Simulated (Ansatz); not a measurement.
# Titanium, dhcp under BLYP: ground state and equation of state

What does BLYP give for titanium in the dhcp structure? We relax it, solve it on a dense k-mesh, then scale the cell to 7 volumes from 88 to 112 % of the relaxed one and try a fit of the equation of state. Spin polarisation is left out. The k-meshes are 12×12×4 for the relaxation; 16×16×5 for the dense run; 14×14×4 for the volumes.

Method: DFT BLYP, plane waves (420 eV) with PAW, scalar-relativistic; PBE-made PAW files, in Ansatz 0.2.0.

## Step 1: Starting point

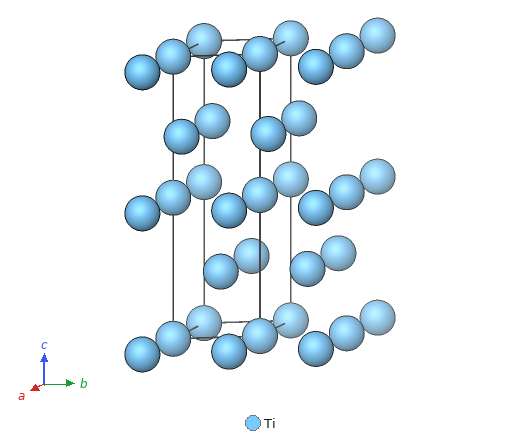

Start, viewed slightly off an axis; titanium blue. 2×2×1 cells are drawn. Any atoms on the faces are drawn again on the opposite ones.

Coordinates:

```
CELL_PARAMETERS angstrom
2.92294 0.00000 0.00000
-1.46147 2.53134 0.00000
0.00000 0.00000 9.54632
ATOMIC_POSITIONS crystal
Ti 0.00000 0.00000 0.00000
Ti 0.00000 0.00000 0.50000
Ti 0.33333 0.66667 0.25000
Ti 0.66667 0.33333 0.75000
```

## Step 2: Relaxing cell and atoms

input.yaml

```yaml
crystal:
  lattice:
    - [2.9229395509, 0.0, 0.0]
    - [-1.4614697754, 2.5313399048, 0.0]
    - [0.0, 0.0, 9.5463205732]
  atoms:
    - { symbol: Ti, position: [0.0, 0.0, 0.0] }
    - { symbol: Ti, position: [0.0, 0.0, 0.5] }
    - { symbol: Ti, position: [0.3333333333, 0.6666666667, 0.25] }
    - { symbol: Ti, position: [0.6666666667, 0.3333333333, 0.75] }
hamiltonian:
  xc: blyp
  pseudopotentials:
    kind: paw
    azcp:
      Ti: "pseudopotentials/Ti.paw.azcp"
basis:
  ecutwfc: 420
  fft_grid_basis: typed
kpoints:
  mp_grid: { grid: [12, 12, 4], shift: [0, 0, 0] }
magnetization:
  spin_polarized: false
scf:
  occupations: { method: fermi_dirac, width: 0.1 }
relax:
  max_steps: 60
  f_tol: 0.01
  cell: {}
```

Standard output:

```text
Warning: RAYON_NUM_THREADS=2 ignored (pool sized by the plan → 2); use --threads N
Engine: ansatz 0.2.0, x86_64-unknown-linux-gnu
Pseudopotentials: kind: paw
Pseudopotential: Ti, paw, valence charge 12, recommended cutoff 420 eV (normal), <dir>
Functional definition: BLYP
  parameter beta = 0.0042
  parameter a = 0.04918
  parameter b = 0.132
  parameter c = 0.2533
  parameter d = 0.349
  exchange = b88_x(beta = beta)
  correlation = lyp_c(a = a, b = b, c = c, d = d)
Crystal: 4 atoms, lattice volume = 70.633 Å³
Basis set: ecut = 420 eV, 1387 PW (Γ), exchange–correlation on 40×40×128 points (8 copies of the dense FFT grid, shifted against one another)
Bands: 29, of which v1, the nominal top of the filled ones, is band 24 counted from 1 (23 counted from 0)
Symmetry: 24 space group operations
Space group: P63/mmc (ITA 194), of the structure as read, at distance tolerance 4.1e-5 Å
k-points: 57 of 576
Non-local potential: Ti, projectors of the file, l = 0: 3, l = 1: 2, l = 2: 3, l = 3: 1
PAW form: soft (Blöchl's): semilocal exchange-correlation on the pseudo side does not see the compensation charge
PAW frozen core: Ti, regenerated for the run's functional, and the local potential with it (the file was generated under x = pbe(κ = 0.804, μ = 0.2195149727645171), c = pbe(β = 0.06672455060314922))
PAW one-centre angular grid: Ti, 590 points (default); XC on 64 Gauss nodes
Initial density: superposition of atomic densities (neutral atoms: chi_scale 0, normalization atom), corrected by the library's trained network
Initial wavefunctions: pseudopotential atomic-orbital guess
Functional: x = b88, c = lyp
SCF iter   1: F=—  HF=-10023.535674 eV  |F-HF|=—  |Δ(HF+E_count)|=         —  Δρ=1.33e-2  dr2=1.59e-1  ethr=1.77e-3  ⟨swp⟩=4.4  Hψ=6276  notcnv=0
preconditioner: auto → Kerker (q_TF=auto, 2.558 Å⁻¹)  [metal: Δε(μ)=0.005 eV  Ē_g=2.188 eV  σ=0.100 eV  W_gap=0.01  n_scr=12 (ndim 8)  ℏωp=17.7 eV  f_vac=0.000  D(μ)=7.01/eV (n_scr^D=78)]
SCF iter   2: F=—  HF=-10023.505015 eV  |F-HF|=—  |Δ(HF+E_count)|=   3.07e-2  Δρ=5.29e-3  dr2=2.51e-2  ethr=3.30e-4  ⟨swp⟩=2.1  Hψ=2711  notcnv=0
SCF iter   3: F=—  HF=-10023.501626 eV  |F-HF|=—  |Δ(HF+E_count)|=   3.39e-3  Δρ=1.55e-3  dr2=1.55e-3  ethr=5.22e-5  ⟨swp⟩=2.0  Hψ=2049  notcnv=0
SCF iter   4: F=—  HF=-10023.502033 eV  |F-HF|=—  |Δ(HF+E_count)|=   4.07e-4  Δρ=2.97e-4  dr2=3.67e-5  ethr=3.24e-6  ⟨swp⟩=2.1  Hψ=2290  notcnv=0
SCF iter   5: F=—  HF=-10023.502151 eV  |F-HF|=—  |Δ(HF+E_count)|=   1.18e-4  Δρ=6.95e-5  dr2=3.45e-6  ethr=7.66e-8  ⟨swp⟩=2.1  Hψ=2364  notcnv=0
SCF iter   6: F=—  HF=-10023.502152 eV  |F-HF|=—  |Δ(HF+E_count)|=   1.53e-6  Δρ=2.06e-5  dr2=3.04e-7  ethr=7.19e-9  ⟨swp⟩=2.0  Hψ=2138  notcnv=0
SCF iter   7: F=-10023.502152 eV  HF=-10023.502152 eV  |F-HF|=2.47e-9  |Δ(HF+E_count)|=   7.66e-8  Δρ=5.66e-6  dr2=2.39e-8  ethr=2.08e-10  ⟨swp⟩=4.0  Hψ=5210  notcnv=0
SCF 1 converged in 7 iterations: F = -10023.502152 eV  dr2 = 2.39e-8
relax step   1: F+E_penalty+E_count = -10023.50215229 eV  Δ(F+E_penalty+E_count) = +0.000e0 eV  max|allowed force component| = 2.359e-16 eV/Å  Δτ_max = 0.0000 Å  P = +1.416 GPa  Ω = 70.633 Å³  (7 SCF iters, dr2 threshold 1.00e-7 eV, accepted)
Crystal: 4 atoms, lattice volume = 72.872 Å³
Initial density: handed on by an earlier stage of this run
Initial wavefunctions: those handed on with the density
iter 1 solved again at ethr=3.09e-6 eV; its pass at ethr=3.10e-3 eV (dr2=1.48e-3 eV) is discarded
SCF iter   1: F=—  HF=-10023.504494 eV  |F-HF|=—  |Δ(HF+E_count)|=         —  Δρ=1.40e-3  dr2=1.53e-3  ethr=3.09e-6  ⟨swp⟩=2.1  Hψ=10069  notcnv=0
preconditioner: auto → Kerker (q_TF=auto, 2.545 Å⁻¹)  [metal: Δε(μ)=0.020 eV  Ē_g=2.186 eV  σ=0.100 eV  W_gap=0.05  n_scr=24 (ndim 8)  ℏωp=17.4 eV  f_vac=0.000  D(μ)=6.86/eV (n_scr^D=78)]
SCF iter   2: F=—  HF=-10023.504414 eV  |F-HF|=—  |Δ(HF+E_count)|=   8.05e-5  Δρ=7.45e-4  dr2=3.27e-4  ethr=3.09e-6  ⟨swp⟩=1.8  Hψ=1813  notcnv=0
SCF iter   3: F=—  HF=-10023.504545 eV  |F-HF|=—  |Δ(HF+E_count)|=   1.32e-4  Δρ=1.67e-4  dr2=1.65e-5  ethr=6.81e-7  ⟨swp⟩=2.0  Hψ=2084  notcnv=0
SCF iter   4: F=—  HF=-10023.504549 eV  |F-HF|=—  |Δ(HF+E_count)|=   3.43e-6  Δρ=3.59e-5  dr2=8.54e-7  ethr=3.43e-8  ⟨swp⟩=2.1  Hψ=2100  notcnv=0
iter 5 did not close the SCF: its close was put off for the readings that it lacked (scf_convergence_deferred on its scf_iter line)
SCF iter   5: F=-10023.504549 eV  HF=-10023.504549 eV  |F-HF|=6.44e-9  |Δ(HF+E_count)|=   5.35e-7  Δρ=9.15e-6  dr2=4.68e-8  ethr=1.78e-9  ⟨swp⟩=2.1  Hψ=2190  notcnv=0
SCF iter   6: F=-10023.504550 eV  HF=-10023.504550 eV  |F-HF|=1.49e-10  |Δ(HF+E_count)|=   1.48e-7  Δρ=2.27e-6  dr2=2.68e-9  ethr=9.75e-11  ⟨swp⟩=1.6  Hψ=5602  notcnv=0
SCF 2 converged in 6 iterations: F = -10023.504550 eV  dr2 = 2.68e-9
relax step   2: F+E_penalty+E_count = -10023.50454957 eV  Δ(F+E_penalty+E_count) = -2.397e-3 eV  max|allowed force component| = 3.701e-17 eV/Å  Δτ_max = 0.0000 Å  P = -1.761 GPa  Ω = 72.872 Å³  energy of the carried Pulay correction = -3.056e-4 eV  (6 SCF iters, dr2 threshold 4.00e-7 eV, accepted)
Crystal: 4 atoms, lattice volume = 71.724 Å³
iter 1 solved again at ethr=3.70e-7 eV; its pass at ethr=3.10e-3 eV (dr2=1.77e-4 eV) is discarded
SCF iter   1: F=—  HF=-10023.511454 eV  |F-HF|=—  |Δ(HF+E_count)|=         —  Δρ=5.02e-4  dr2=1.80e-4  ethr=3.70e-7  ⟨swp⟩=2.0  Hψ=9565  notcnv=0
preconditioner: auto → Kerker (q_TF=auto, 2.552 Å⁻¹)  [metal: Δε(μ)=0.026 eV  Ē_g=2.219 eV  σ=0.100 eV  W_gap=0.07  n_scr=24 (ndim 8)  ℏωp=17.5 eV  f_vac=0.000  D(μ)=6.76/eV (n_scr^D=78)]
SCF iter   2: F=—  HF=-10023.511529 eV  |F-HF|=—  |Δ(HF+E_count)|=   7.54e-5  Δρ=2.54e-4  dr2=3.73e-5  ethr=3.70e-7  ⟨swp⟩=2.0  Hψ=2048  notcnv=0
SCF iter   3: F=—  HF=-10023.511540 eV  |F-HF|=—  |Δ(HF+E_count)|=   1.09e-5  Δρ=6.38e-5  dr2=2.17e-6  ethr=7.77e-8  ⟨swp⟩=2.0  Hψ=2088  notcnv=0
iter 4 did not close the SCF: its close was put off for the readings that it lacked (scf_convergence_deferred on its scf_iter line)
SCF iter   4: F=-10023.511542 eV  HF=-10023.511542 eV  |F-HF|=1.37e-7  |Δ(HF+E_count)|=   1.35e-6  Δρ=1.64e-5  dr2=1.38e-7  ethr=4.52e-9  ⟨swp⟩=2.0  Hψ=2160  notcnv=0
iter 5 did not close the SCF: its close was put off for the readings that it lacked (scf_convergence_deferred on its scf_iter line)
SCF iter   5: F=-10023.511542 eV  HF=-10023.511542 eV  |F-HF|=1.90e-9  |Δ(HF+E_count)|=   1.61e-7  Δρ=4.26e-6  dr2=1.21e-8  ethr=2.87e-10  ⟨swp⟩=2.0  Hψ=2163  notcnv=0
SCF iter   6: F=-10023.511542 eV  HF=-10023.511542 eV  |F-HF|=4.73e-11  |Δ(HF+E_count)|=   2.63e-9  Δρ=7.95e-7  dr2=3.13e-10  ethr=2.52e-11  ⟨swp⟩=1.5  Hψ=5264  notcnv=0
SCF 3 converged in 6 iterations: F = -10023.511542 eV  dr2 = 3.13e-10
relax step   3: F+E_penalty+E_count = -10023.51154178 eV  Δ(F+E_penalty+E_count) = -6.992e-3 eV  max|allowed force component| = 2.267e-16 eV/Å  Δτ_max = 0.0000 Å  P = -0.181 GPa  Ω = 71.724 Å³  energy of the carried Pulay correction = -1.498e-4 eV  (6 SCF iters, dr2 threshold 4.00e-7 eV, accepted)
Crystal: 4 atoms, lattice volume = 71.597 Å³
Basis set: ecut = 420 eV, 1375 PW (Γ), exchange–correlation on 40×40×128 points (8 copies of the dense FFT grid, shifted against one another)
iter 1 solved again at ethr=8.74e-8 eV; its pass at ethr=3.10e-3 eV (dr2=4.20e-5 eV) is discarded
SCF iter   1: F=—  HF=-10023.511730 eV  |F-HF|=—  |Δ(HF+E_count)|=         —  Δρ=2.31e-4  dr2=5.64e-5  ethr=8.74e-8  ⟨swp⟩=2.5  Hψ=9115  notcnv=0
preconditioner: auto → Kerker (q_TF=auto, 2.552 Å⁻¹)  [metal: Δε(μ)=0.014 eV  Ē_g=2.221 eV  σ=0.100 eV  W_gap=0.03  n_scr=24 (ndim 8)  ℏωp=17.6 eV  f_vac=0.000  D(μ)=6.74/eV (n_scr^D=66)]
SCF iter   2: F=—  HF=-10023.511815 eV  |F-HF|=—  |Δ(HF+E_count)|=   8.47e-5  Δρ=1.12e-4  dr2=8.60e-6  ethr=8.74e-8  ⟨swp⟩=1.5  Hψ=1724  notcnv=0
SCF iter   3: F=—  HF=-10023.511814 eV  |F-HF|=—  |Δ(HF+E_count)|=   3.04e-7  Δρ=2.90e-5  dr2=5.47e-7  ethr=1.79e-8  ⟨swp⟩=1.7  Hψ=1816  notcnv=0
iter 4 did not close the SCF: its close was put off for the readings that it lacked (scf_convergence_deferred on its scf_iter line)
SCF iter   4: F=-10023.511814 eV  HF=-10023.511814 eV  |F-HF|=6.02e-9  |Δ(HF+E_count)|=   1.73e-9  Δρ=6.27e-6  dr2=2.84e-8  ethr=1.14e-9  ⟨swp⟩=2.1  Hψ=2052  notcnv=0
iter 5 did not close the SCF: its close was put off for the readings that it lacked (scf_convergence_deferred on its scf_iter line)
SCF iter   5: F=-10023.511814 eV  HF=-10023.511814 eV  |F-HF|=4.87e-10  |Δ(HF+E_count)|=   5.79e-9  Δρ=2.04e-6  dr2=1.89e-9  ethr=5.91e-11  ⟨swp⟩=3.1  Hψ=3666  notcnv=0
SCF iter   6: F=-10023.511814 eV  HF=-10023.511814 eV  |F-HF|=1.82e-12  |Δ(HF+E_count)|=   1.03e-9  Δρ=4.30e-7  dr2=1.32e-10  ethr=3.95e-12  ⟨swp⟩=1.0  Hψ=4990  notcnv=0
SCF 4 converged in 6 iterations: F = -10023.511814 eV  dr2 = 1.32e-10
relax step   4: F+E_penalty+E_count = -10023.51181447 eV  Δ(F+E_penalty+E_count) = -2.727e-4 eV  max|allowed force component| = 2.868e-16 eV/Å  Δτ_max = 0.0000 Å  P = +0.005 GPa  Ω = 71.597 Å³  energy of the carried Pulay correction = -1.323e-4 eV  (6 SCF iters, dr2 threshold 4.00e-7 eV, accepted)
Initial wavefunctions: pseudopotential atomic-orbital guess (no wavefunctions were taken with the density)
iter 1 solved again at ethr=4.24e-8 eV; its pass at ethr=3.10e-3 eV (dr2=2.03e-5 eV) is discarded
SCF iter   1: F=—  HF=-10023.511646 eV  |F-HF|=—  |Δ(HF+E_count)|=         —  Δρ=1.46e-4  dr2=3.35e-7  ethr=4.24e-8  ⟨swp⟩=3.2  Hψ=10362  notcnv=0
preconditioner: auto → Kerker (q_TF=auto, 2.552 Å⁻¹)  [metal: Δε(μ)=0.013 eV  Ē_g=2.221 eV  σ=0.100 eV  W_gap=0.03  n_scr=24 (ndim 8)  ℏωp=17.6 eV  f_vac=0.000  D(μ)=6.74/eV (n_scr^D=66)]
SCF iter   2: F=—  HF=-10023.511924 eV  |F-HF|=—  |Δ(HF+E_count)|=   2.78e-4  Δρ=7.41e-5  dr2=9.52e-8  ethr=6.97e-10  ⟨swp⟩=1.8  Hψ=1874  notcnv=0
SCF iter   3: F=—  HF=-10023.511992 eV  |F-HF|=—  |Δ(HF+E_count)|=   6.74e-5  Δρ=1.62e-6  dr2=2.42e-10  ethr=1.98e-10  ⟨swp⟩=2.0  Hψ=2082  notcnv=0
iter 4 did not close the SCF: its close was put off for the readings that it lacked (scf_convergence_deferred on its scf_iter line)
SCF iter   4: F=-10023.511992 eV  HF=-10023.511992 eV  |F-HF|=7.19e-10  |Δ(HF+E_count)|=   2.24e-8  Δρ=3.10e-7  dr2=2.06e-11  ethr=1.00e-12  ⟨swp⟩=2.1  Hψ=2965  notcnv=0
iter 5 did not close the SCF: its close was put off for the readings that it lacked (scf_convergence_deferred on its scf_iter line)
SCF iter   5: F=-10023.511992 eV  HF=-10023.511992 eV  |F-HF|=5.46e-12  |Δ(HF+E_count)|=  7.22e-10  Δρ=5.20e-8  dr2=1.27e-12  ethr=1.00e-12  ⟨swp⟩=1.0  Hψ=1653  notcnv=0
iter 6 did not close the SCF: its close was put off for the readings that it lacked (scf_convergence_deferred on its scf_iter line)
SCF iter   6: F=-10023.511992 eV  HF=-10023.511992 eV  |F-HF|=3.64e-12  |Δ(HF+E_count)|=  9.09e-12  Δρ=1.33e-8  dr2=1.03e-13  ethr=1.00e-12  ⟨swp⟩=1.0  Hψ=1653  notcnv=0
iter 7 did not close the SCF: its close was put off for the readings that it lacked (scf_convergence_deferred on its scf_iter line)
SCF iter   7: F=-10023.511992 eV  HF=-10023.511992 eV  |F-HF|=0.00e0  |Δ(HF+E_count)|=  1.82e-12  Δρ=3.60e-9  dr2=1.06e-14  ethr=1.00e-12  ⟨swp⟩=1.0  Hψ=1653  notcnv=0
SCF iter   8: F=-10023.511992 eV  HF=-10023.511992 eV  |F-HF|=3.64e-12  |Δ(HF+E_count)|=  1.82e-12  Δρ=9.55e-10  dr2=6.80e-16  ethr=1.00e-12  ⟨swp⟩=1.0  Hψ=3534  notcnv=0
SCF 5 converged in 8 iterations: F = -10023.511992 eV  dr2 = 6.80e-16
relax step   5: F+E_penalty+E_count = -10023.51199153 eV  Δ(F+E_penalty+E_count) = -1.771e-4 eV  max|allowed force component| = 2.498e-16 eV/Å  Δτ_max = 0.0000 Å  P = +0.012 GPa  Ω = 71.597 Å³  stress off target by 1.52e-2 GPa  SCF on the basis re-selected at this cell (its energy is not comparable with the rows above)  (8 SCF iters)
basis re-selected at this cell: Δ(F+E_penalty+E_count) = -1.771e-4 eV, ΔP = +0.007 GPa vs the last step (what re-selecting the basis moved, of the pressure what is left beyond the Pulay correction that the steps carried, after the strain that the cell walked since its last selection, with what the two solves' SCF thresholds leave and, on support functions, any second-order correction that the steps lacked; it is no measure of the basis error at this ecutwfc). This SCF's stress stands 1.52e-2 GPa from its target on what of the cell is left free (relax.cell.stress_tol is 5.00e-2 GPa) and its largest allowed force component is 2.50e-16 eV/Å (relax.f_tol is 1.00e-2 eV/Å): within both
SCF converged after 8 iterations
Free energy (F): -10023.511992 eV
Harris-Foulkes:  -10023.511992 eV  (|F-HF|=3.64e-12)
Internal energy: -10023.287684 eV  (E = F + TS)
E sigma→0 (E₀):  -10023.399838 eV
Entropy (-TS):   -0.224308 eV (-56.077 meV/atom)
Fermi energy:    13.274004 eV
--- Per-component energies (eV) ---
  E_band       = -629.718436
  E_kinetic    = 1089.090379
  E_local      = -3330.398304  (includes V_loc(G=0)·N_el)
  E_nonlocal   = 33.898049
  E_hartree    = 1368.007673
  E_xc         = -381.192666
  E_vxc        = -476.775364  (∫ρ·V_xc dr)
  E_paw        = -4224.122535  (= ΣΔE_a)
  E_vpaw       = -681.548985  (= ΣTr[D̂ρ^β])
  E_aug_tail   = 0.000442  (compensation charges beyond the density's cutoff)
  E_ewald      = -4578.638459
  E_core_change = 0.067737  (= ΣΔE_core)
  E_smearing   = -0.224308  (= −TS)
  E_closure    = -0.000000  (closes the sum)
  Σ components = -10023.511992   (vs F -10023.511992, Δ=0.00e0)
--- Forces (eV/Å), atoms counted from 1 ---
  atom   1  Ti    -0.00000000     0.00000000     0.00000000
  atom   2  Ti    -0.00000000     0.00000000     0.00000000
  atom   3  Ti    -0.00000000    -0.00000000    -0.00000000
  atom   4  Ti     0.00000000     0.00000000     0.00000000
  max |Σ_I F_I| component: 3.70e-17 eV/Å
--- Stress (GPa, compression-positive) ---
        0.015200       0.000000       0.000000
        0.000000       0.015200      -0.000000
        0.000000      -0.000000       0.006116
  P = ⅓ Tr σ = 0.0122 GPa (0.122 kbar)
--- Band table (eV; the first three rows and the last of 57) ---
  k-point 0: bands = ["-43.3949", "-43.3417", "-43.3292", "-43.2753", "-20.0209", "-19.7264", "-19.6907", "-19.4743", "-19.4743", "-19.4457", "-19.4457", "-19.4071", "-19.4071", "-19.3843", "-19.3781", "-19.3781", "7.3891", "9.1584", "9.1921", "10.7666", "13.3654", "13.3941", "13.8946", "13.8946", "13.9534", "13.9534", "14.1284", "14.1684", "14.2562"]
  k-point 1: bands = ["-43.3905", "-43.3590", "-43.3118", "-43.2798", "-19.9976", "-19.8305", "-19.5848", "-19.4713", "-19.4713", "-19.4520", "-19.4520", "-19.4094", "-19.4008", "-19.4008", "-19.3812", "-19.3812", "7.5159", "8.4621", "9.8952", "10.6994", "13.3112", "13.6044", "13.9320", "13.9320", "13.9395", "13.9951", "13.9951", "14.0559", "14.1949"]
  k-point 2: bands = ["-43.3778", "-43.3778", "-43.2927", "-43.2927", "-19.9309", "-19.9309", "-19.4802", "-19.4802", "-19.4629", "-19.4629", "-19.4629", "-19.4629", "-19.3897", "-19.3897", "-19.3897", "-19.3897", "7.8855", "7.8855", "10.4356", "10.4356", "13.5230", "13.5230", "13.8603", "13.8603", "14.0216", "14.0216", "14.0216", "14.0216", "14.1646"]
  k-point 56: bands = ["-43.2657", "-43.2657", "-43.2536", "-43.2536", "-19.8410", "-19.8410", "-19.8394", "-19.8394", "-19.7167", "-19.7167", "-19.7098", "-19.7098", "-19.5589", "-19.5589", "-19.5131", "-19.5131", "11.9882", "11.9882", "12.1484", "12.1484", "12.1907", "12.1907", "12.2234", "12.2234", "13.3283", "13.3283", "13.3561", "13.3561", "14.8589"]
--- Relaxed structure (4 steps of the walk, 4 accepted, 1 SCFs on fresh bases) ---
  F+E_penalty+E_count = -10023.51199153 eV   max|allowed force component| = 2.498e-16 eV/Å   (the final SCF, on the basis selected at the relaxed cell)
  cell:  # Å, volume = 71.5973 Å³
    - [2.9563457804301247, -2.919746275248541e-11, 0.0]
    - [-1.4781728901897768, 2.560270548238019, 0.0]
    - [0.0, 0.0, 9.459219607631079]
  atoms:
    - { symbol: Ti, position: [-2.995316272561667e-34, 9.827441611770764e-35, 3.362429761322603e-36] }
    - { symbol: Ti, position: [-2.9534542854136397e-34, -3.170142458888294e-36, 0.5] }
    - { symbol: Ti, position: [0.33333333333333337, 0.6666666666666666, 0.25] }
    - { symbol: Ti, position: [0.6666666666666667, 0.3333333333333333, 0.75] }
```

Wall time 28 s (2 threads of AMD EPYC 7R43 (Zen 3), shared host); peak memory 0.46 GiB.

Relaxation path:

| step | energy change (meV/atom) | largest force (eV/Å) | pressure (GPa) | volume (Å³/atom) |
| --- | --- | --- | --- | --- |
| 1 | 0.00 | 0.0000 | 1.42 | 17.658 |
| 2 | -0.60 | 0.0000 | -1.76 | 18.218 |
| 3 | -2.35 | 0.0000 | -0.18 | 17.931 |
| 4 | -2.42 | 0.0000 | 0.01 | 17.899 |
| 5 | -2.46 | 0.0000 | 0.01 | 17.899 |

Steps that repeat a cell are solved on a basis chosen anew, so their changes of energy are no gain of the relaxation.

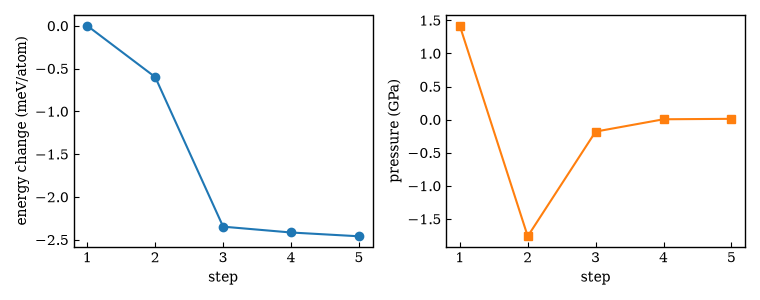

Energy and pressure over the accepted steps.

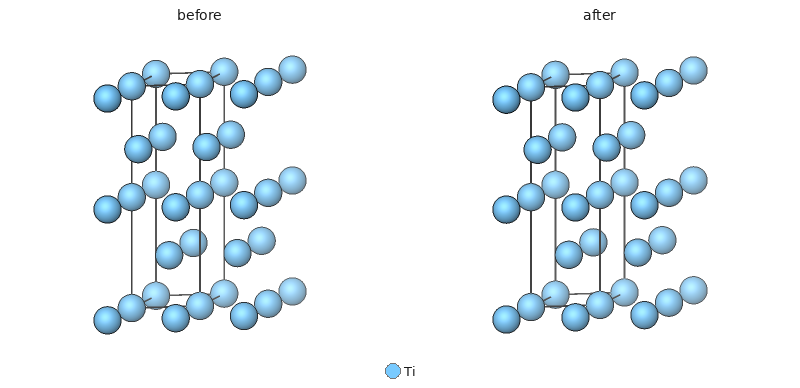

The structure before (left) and after (right), drawn at the same scale. The cells drawn are those of the first picture.

The cell of the run, before and after:

|  | before | after | change |
| --- | --- | --- | --- |
| a (Å) | 2.923 | 2.956 | +1.1 % |
| b (Å) | 2.923 | 2.956 | +1.1 % |
| c (Å) | 9.546 | 9.459 | -0.9 % |
| volume (Å³/atom) | 17.658 | 17.899 | +1.4 % |
| shortest distance (Å) | 2.923 | 2.916 | -0.2 % |
| space group (spins left aside) | P6_3/mmc | P6_3/mmc | same |

(Part 1 of 2 ends here.)
